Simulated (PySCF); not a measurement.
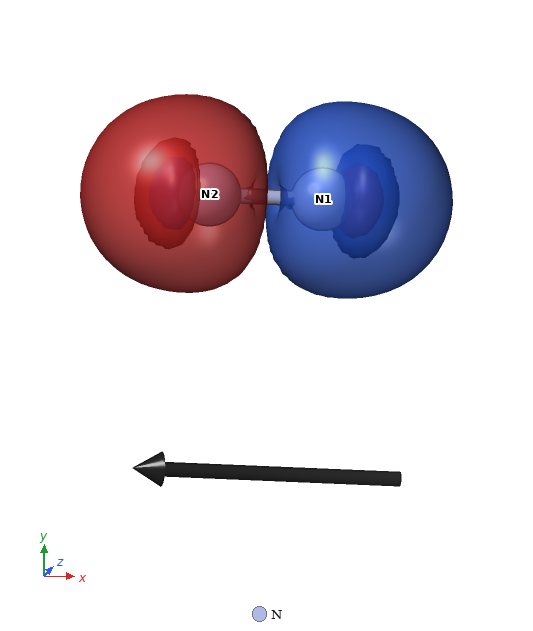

*N$_{2}$, SMILES `N#N`. Change of the electron density in a uniform field of 0.41 V/Å along −x (arrow), surfaces at ±0.003 e/Å³ (blue: gain, red: loss).*

Computed with PySCF, B3LYP/6-311+G**, geometry: GFN2-xTB. No frequency check shows the geometry to be a minimum. The basis has diffuse s and p functions alone, which still leaves polarisabilities too small, most of all across bonds.

What dipole is induced, and what polarisability does it imply?

The induced dipole is 0.31 D (along the field); α along this axis, from the fields in both directions, is 15 bohr³ (2.3 Å³).

Which atoms gain and lose the most charge?

Electrons gather most on N1 (Hirshfeld charge changes by −0.028 e) and leave N2 most (+0.028 e); 0.036 electrons are displaced in all.
